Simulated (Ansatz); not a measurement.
# GaH$_{4}$ClO: frequency calculation

- system: GaH$_{4}$ClO
- method: RKS B3LYP-D4/def2-mTZVP (Ansatz 0.2.0)

It belongs to a series of runs on one base structure; here: vibrations at the highest image of the band. Figures and captions count atoms from 1; the log counts them from 0 in places.

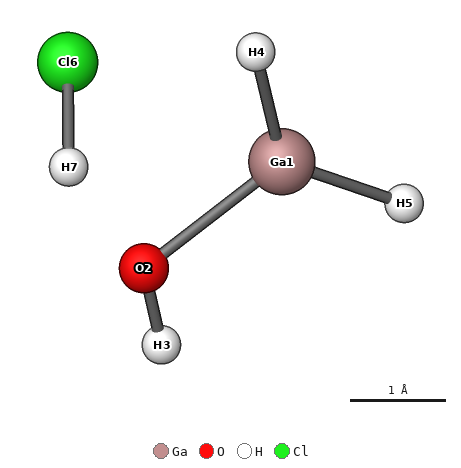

Fig. 1: The structure as given in the input (ball-and-stick view, seen at a tilt; atoms are numbered from 1 in the order of the input). Sticks mark near contacts.

Summary:

| quantity | value |
| --- | --- |
| outcome | converged |
| total energy | −67016.6168 eV |
| mean-field energy | −67016.4171 eV |
| largest force (length of the vector) | 0.023 eV/Å |
| hardware | 2 threads of Intel Xeon (Granite Rapids), 32 GiB of memory available, shared host |
| wall time | 32 s (CPU time 60 s) |
| peak memory | 0.21 GiB |

Input:
```yaml
crystal:
  periodic: [false, false, false]
  atoms:
    - { symbol: Ga, position_ang: [-0.021838, -0.211092, 0.021484] }
    - { symbol: O, position_ang: [-0.124933, -0.035211, 1.854766] }
    - { symbol: H, position_ang: [-1.012512, -0.165715, 2.216349] }
    - { symbol: H, position_ang: [1.44627, -0.227345, -0.485125] }
    - { symbol: H, position_ang: [-1.388132, -0.425604, -0.705701] }
    - { symbol: Cl, position_ang: [0.238883, 2.804064, 1.102694] }
    - { symbol: H, position_ang: [0.126462, 1.654205, 1.792435] }
basis:
  gaussian: { orbitals: def2-mTZVP }
hamiltonian:
  xc: b3lyp
  dispersion: d4
phonons: {}
```

Command:
```bash
ansatz run input.yaml --threads 2 --pin off --max-ram 3072MiB --backend cpu --events-out ev --progress --plain --runs-dir out
```

Output:
```
Engine: ansatz 0.2.0, x86_64-unknown-linux-gnu
Functional definition: B3LYP
  parameter a0 = 0.2
  parameter ax = 0.72
  parameter ac = 0.81
  exchange = (1 - a0 - ax)*slater_x + ax*b88_x + a0*exact_x
  correlation = (1 - ac)*vwn_rpa_c + ac*lyp_c
935 factors; integrals over basis functions are off by at most 6.8e-4 eV
mean field evaluation 1: about -67010.1666 eV, gradient 6.4e1 eV
mean field evaluation 2: about -66973.3974 eV, gradient 1.5e2 eV
mean field evaluation 4: about -67016.2826 eV, gradient 1.0e1 eV
mean field evaluation 8: about -67016.4162 eV, gradient 6.0e-1 eV
mean field evaluation 16: about -67016.4168 eV, gradient 5.1e-5 eV
mean field -67016.41682599 eV, -2462.8078929963 hartree, gradient 5.1e-5 eV, S^2 0.000000; 0 other end points of the search recorded, 0 dependent functions left out
the calculation of the forces begins
reference -67016.41708240 eV, -2462.8079024192 hartree; 30, 30 occupied and 64, 64 virtual orbitals, 935 factors
these checks for a lower state are left out or cut short: stability, starts, cluster_reference, orbital_swaps, neighbouring_geometries, increment
935 factors; integrals over basis functions are off by at most 6.8e-4 eV
mean field -67016.41672895 eV, -2462.8078894302 hartree, gradient 1.4e-6 eV, S^2 0.000000; 0 other end points of the search recorded, 0 dependent functions left out
[... from here on the field's lines of each further geometry are left out, up to the last ...]
the calculation of the forces begins
reference -67016.41706073 eV, -2462.8079016229 hartree; 30, 30 occupied and 64, 64 virtual orbitals, 935 factors
these checks for a lower state are left out or cut short: stability, starts, cluster_reference, orbital_swaps, neighbouring_geometries, increment
935 factors; integrals over basis functions are off by at most 6.8e-4 eV
mean field -67016.41680059 eV, -2462.8078920628 hartree, gradient 1.2e-6 eV, S^2 0.000000; 0 other end points of the search recorded, 0 dependent functions left out
the calculation of the forces begins
reference -67016.41705700 eV, -2462.8079014856 hartree; 30, 30 occupied and 64, 64 virtual orbitals, 935 factors
WARN: phonons: modes at or below zero, which the zero-point energy, F, S and C_V leave out: 1, the lowest at -35.52 cm⁻¹. A minimum has none, and a first-order saddle one
Total energy: -67016.61678710 eV, -2462.8152414316 hartree
Atom 0 at    -0.021838    -0.211092     0.021484 Å, force    -0.002534     0.001159    -0.009443 eV/Å
Atom 1 at    -0.124933    -0.035211     1.854766 Å, force    -0.006778    -0.000054     0.021568 eV/Å
Atom 2 at    -1.012512    -0.165715     2.216349 Å, force     0.008923     0.000745    -0.010480 eV/Å
Atom 3 at     1.446270    -0.227345    -0.485125 Å, force    -0.000779     0.000180     0.000108 eV/Å
Atom 4 at    -1.388132    -0.425604    -0.705701 Å, force     0.001034    -0.000859     0.001359 eV/Å
Atom 5 at     0.238883     2.804064     1.102694 Å, force     0.002081     0.009917    -0.003536 eV/Å
Atom 6 at     0.126462     1.654205     1.792435 Å, force    -0.001946    -0.011089     0.000424 eV/Å
Dipole moment:    -0.285255    -0.477990    -0.082769 e Å
Vibrations: -35.52 184.40 200.43 430.93 483.36 590.59 623.92 651.84 724.96 768.42 893.81 1997.76 2044.70 2249.28 3808.17 cm⁻¹, zero-point energy 0.970336 eV
```

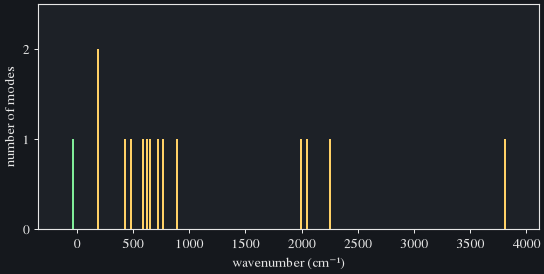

Fig. 2: Harmonic vibrational wavenumbers from the force constants; neighbouring modes closer than 17 cm⁻¹ are counted in one stick, and imaginary ones are drawn at negative wavenumbers. 15 modes from 36i to 3808 cm⁻¹, 1 imaginary beyond 8i (36i cm⁻¹): not a clean minimum; so soft a mode can be a shallow saddle, an incomplete relaxation or noise of the force constants.
